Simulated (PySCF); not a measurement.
# CIS/def2-SVP (spin of roots singlet) run of C4H5B (SMILES C#CBC=C)

Wanted: the excited states of C4H5B. 

Program for the calculation: PySCF 2.14.0.

2 further runs of the same task are left out: 2 set aside as unsound or not needed.

### 1 The structure to begin with

The species is C4H5B (10 atoms), meant as a singlet with charge 0. SMILES: `C#CBC=C`. The shape is that of a GFN2-xTB optimisation. This is one conformer, not always the lowest.

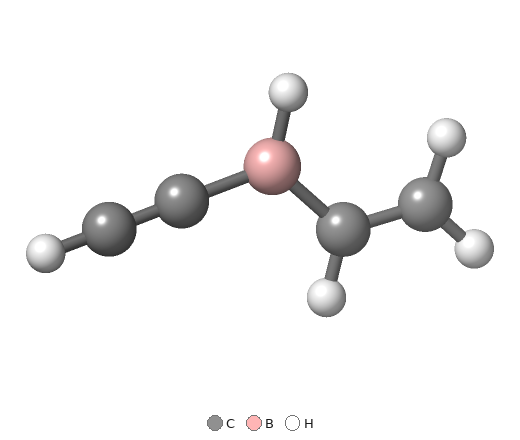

Viewed from a chosen angle; carbon grey, boron pink, hydrogen white.

### 2 The vertical excitations at CIS/def2-SVP (spin of roots singlet)

Input file calc.py:

```python
from pyscf import gto, scf, tdscf

molecule = gto.M(
    atom='''
C       -2.831600       0.050820       0.585900
C       -1.627700      -0.000740       0.638860
B       -0.126330      -0.061280       0.696930
C        0.687520       0.030350      -0.618850
C        2.019100      -0.014260      -0.664560
H       -3.881880       0.095850       0.545340
H        0.413040      -0.174080       1.731410
H        0.160460       0.136720      -1.561970
H        2.608740      -0.115930       0.233310
H        2.578660       0.052540      -1.586370
''',
    verbose=4,
    max_memory=1860,
    basis='def2-svp',
)

mf = scf.RHF(molecule)
mf.conv_tol = 1e-10
mf.kernel()
if not mf.converged:
    mf = mf.newton().run(mf.mo_coeff, mf.mo_occ)

energy = mf.e_tot
print('E = %.10f Eh' % energy)

td = mf.TDA()
td.nstates = 3
td.kernel()
td.analyze()
roots = td.e * 27.211386
osc = td.oscillator_strength()
print('state   eV      nm      f')
for i, (w, f) in enumerate(zip(roots, osc), 1):
    print('%3d %9.4f %8.1f %9.5f' % (i, w, 1239.842 / w, f))
```

Run with:

```sh
$ OMP_NUM_THREADS=1 python calc.py
```

The log of the run:

```text
PySCF version 2.14.0

[... 68 lines left out ...]
converged SCF energy = -178.855023370578
[... 28 lines left out ...]
** Transition electric dipole moments (AU) **
state          X           Y           Z        Dip. S.      Osc.
  1         0.0014      0.0352      0.0032      0.0013      0.0001
  2        -1.3248      0.0232      0.2880      1.8385      0.2647
  3        -1.5657      0.0038      0.5705      2.7768      0.4658

** Transition velocity dipole moments (imaginary part, AU) **
state          X           Y           Z        Dip. S.      Osc.
  1         0.0004      0.0091      0.0008      0.0001      0.0003
  2        -0.1449      0.0009      0.0478      0.0233      0.0719
  3        -0.2246     -0.0011      0.0919      0.0589      0.1560

** Transition magnetic dipole moments (imaginary part, AU) **
state          X           Y           Z
  1         0.5151     -0.0140     -0.0606
  2         0.0034      0.0775      0.0074
  3        -0.0045     -0.0283     -0.0006
state   eV      nm      f
  1    4.7190    262.7   0.00014
  2    5.8762    211.0   0.26468
  3    6.8468    181.1   0.46580
```

Wall time 12 s (1 thread of Arm Neoverse V1, shared host); peak memory 0.2 GiB.

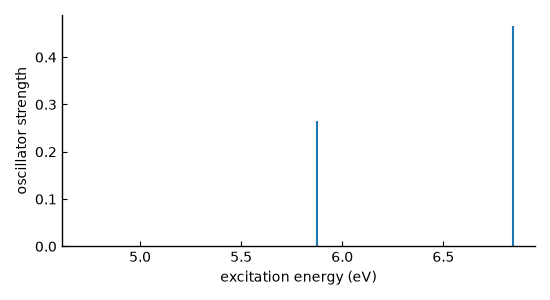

Vertical excitations as sticks.

The roots found:

```tsv
excited state	energy (eV)	strength
1	4.719	0.0001
2	5.876	0.2647
3	6.847	0.4658
```

### 3 Summary of results

At CIS/def2-SVP (spin of roots singlet):

```
                             quantity          value
    ground-state or mean-field energy  -178.85502 Eh
 dipole moment (Hartree–Fock density)         0.67 D
  HOMO energy (Hartree–Fock orbitals)      -10.36 eV
  LUMO energy (Hartree–Fock orbitals)        1.39 eV
HOMO–LUMO gap (Hartree–Fock orbitals)       11.75 eV
     lowest singlet excitation energy        4.72 eV
```

What this shows: The brightest of the 3 transitions from the ground state lies at 6.85 eV (181 nm, f = 0.466); the lowest, at 4.72 eV, has f = 0.000. Mulliken charges of the mean-field density run from -0.21 on C4 to +0.24 on B3; they depend strongly on the basis.
